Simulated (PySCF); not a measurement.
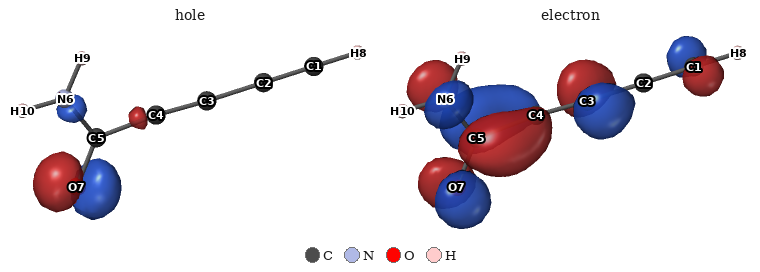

C$_{5}$H$_{3}$NO, SMILES `C#CC#CC(N)=O`. Leading natural transition orbital pair of S₂ (TDA singlet states); the surfaces enclose about 70 % of each orbital's density.

Level of theory: M06-2X/def2-SVP (PySCF), at a geometry from GFN2-xTB. No frequency check shows the geometry to be a minimum. Without diffuse functions Rydberg states are missing, so the states' numbers hold for this basis only.

**Where does the state lie, and where do hole and electron sit?**

4.88 eV (254 nm), f = 0.000 (very weak); the leading pair carries 68 %; hole on O7 (50 %), C4 (12 %) and C1 (10 %), electron on C5 (20 %), O7 (16 %) and C4 (16 %) (shares are of the whole state, not of the leading pair alone); their centroids lie 1.0 Å apart. In canonical orbitals it is mainly HOMO−3 → LUMO (50 %). The HOMO–LUMO gap is 8.04 eV.
